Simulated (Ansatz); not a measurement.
**CH$_{6}$ClO$_{2}$ScSi (SMILES C[O][Sc]([Cl])[O][SiH3]): density, localisation and related maps**

```tsv
atom	x (Å)	y (Å)	z (Å)
C	-2.2862	1.5611	0.7070
O	-1.4889	0.4244	0.7683
Sc	-0.3460	-1.0135	0.7548
Cl	-0.7978	-2.9012	2.0300
O	1.1948	-0.9157	-0.3183
Si	2.5038	-0.7397	-1.2767
H	-1.8690	2.2951	0.0089
H	-3.2973	1.3036	0.3739
H	-2.3640	2.0293	1.6941
H	3.3446	-1.9664	-1.2431
H	3.3250	0.4138	-0.8166
H	2.0809	-0.4908	-2.6823
```

Geometry: PBE0-D4/def2-TZVP.

Theory: Ansatz, RKS PBE0-D4/def2-TZVPP.

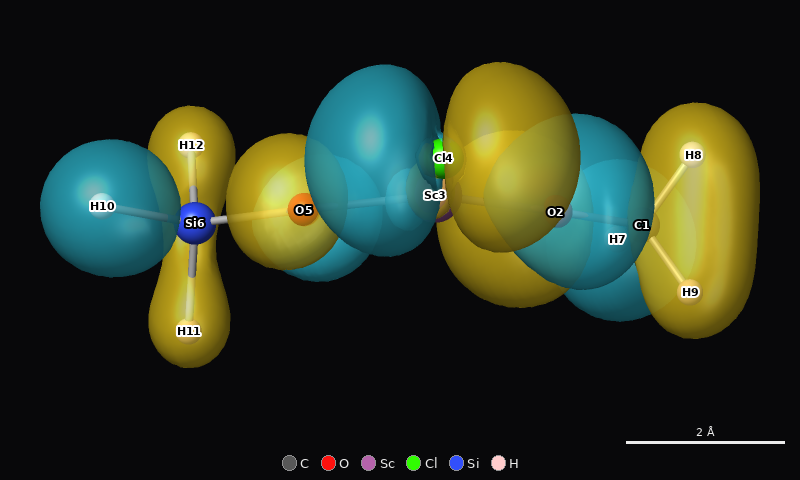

Figure 1. The HOMO at ±0.06 Å⁻³ᐟ² (yellow and cyan are the two phases), seen from one side.

Where does this orbital lie, and at what energy?

Answer. It lies mainly on O2 (about 35 %), Cl4 (about 25 %), C1 (about 10 %), O5 (about 10 %) and Sc3 (about 5 %). Its energy is −8.29 eV.

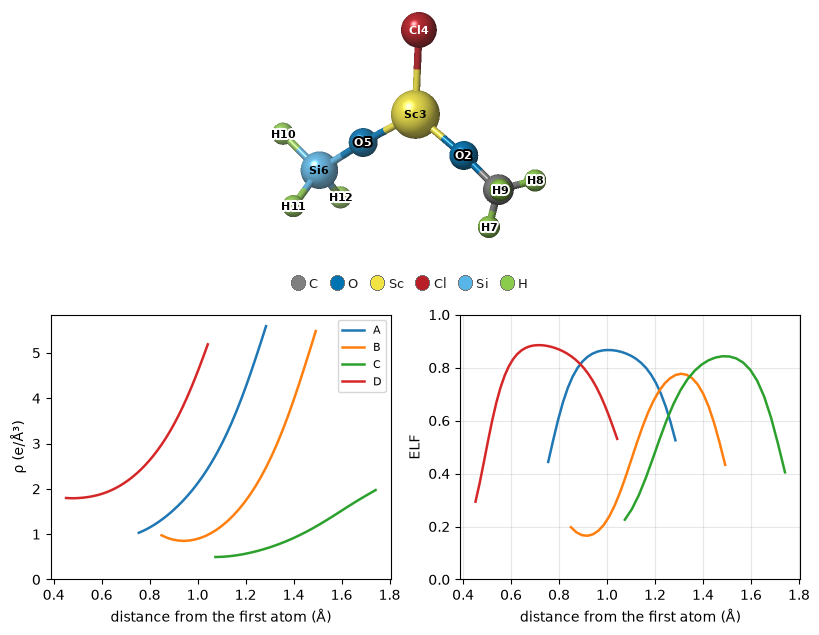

Figure 2. Electron density and ELF along straight lines between neighbouring atoms. The curves leave out the atomic cores. The structure is drawn too.

Which curve belongs to which contact (C–O, Sc–Cl, Sc–O and Si–O)? The first atom named is at distance zero.

Answer. Curve A: Si–O (1.63 Å): ρ is about 1.2 e/Å³ halfway; the ELF peaks at about 0.85 between the atoms; a shared but strongly polarised pair. Curve B: Sc–O (1.84 Å): ρ is about 0.86 e/Å³ halfway; the ELF peaks at about 0.80 in the valence shell of O, 0.5 Å from its nucleus, and drops to about 0.15 between the two atoms. Curve C: Sc–Cl (2.32 Å): ρ at the midpoint is about 0.53 e/Å³; the ELF peaks at about 0.85 in the valence shell of Cl, 0.8 Å from its nucleus, and is about 0.40 at the midpoint. Curve D: C–O (1.39 Å): ρ at the midpoint is about 2.1 e/Å³, with its minimum of 1.8 e/Å³ about 0.5 Å from C; the ELF peaks at about 0.90 between the atoms (a shared but strongly polarised pair).

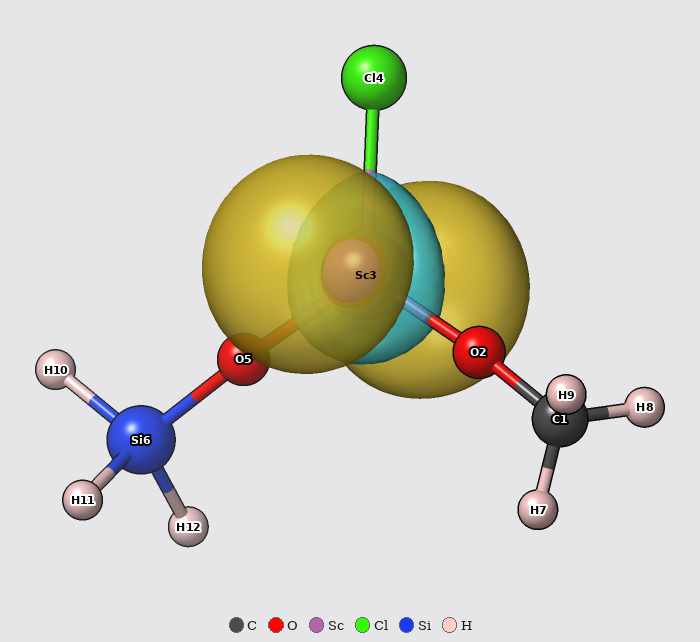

Figure 3. One frontier orbital at ±0.1 Å⁻³ᐟ² (yellow and cyan are the two phases), seen at a tilt.

Which orbital is it: HOMO or LUMO?

Answer. The LUMO, at −2.17 eV. Its weight (Hirshfeld) is mainly on Sc3 (about 90 %).
